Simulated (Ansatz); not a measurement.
The starting structures come from a database of crystals and need not be the phases stable at ambient conditions.

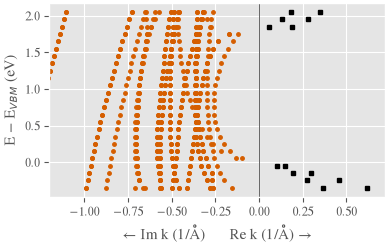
Figure: Complex bands at the centre of the two-dimensional zone; r2SCAN in Ansatz (a program for electronic structure)

The gap is the functional's own. No spin-orbit coupling. Mid-gap values are interpolated on the energy grid.

Question: This is BaS3 (P-42_1m, not sure to be the ambient phase, 8 atoms a cell, 25.5 Å³ an atom) along the normal of (111). Read off the slowest decay at the centre of the two-dimensional zone at 0.85 eV, the computed energy nearest the middle of the gap.

Answer: κ ≈ 0.26 1/Å, a decay length 1/(2κ) of the density of 1.9 Å.
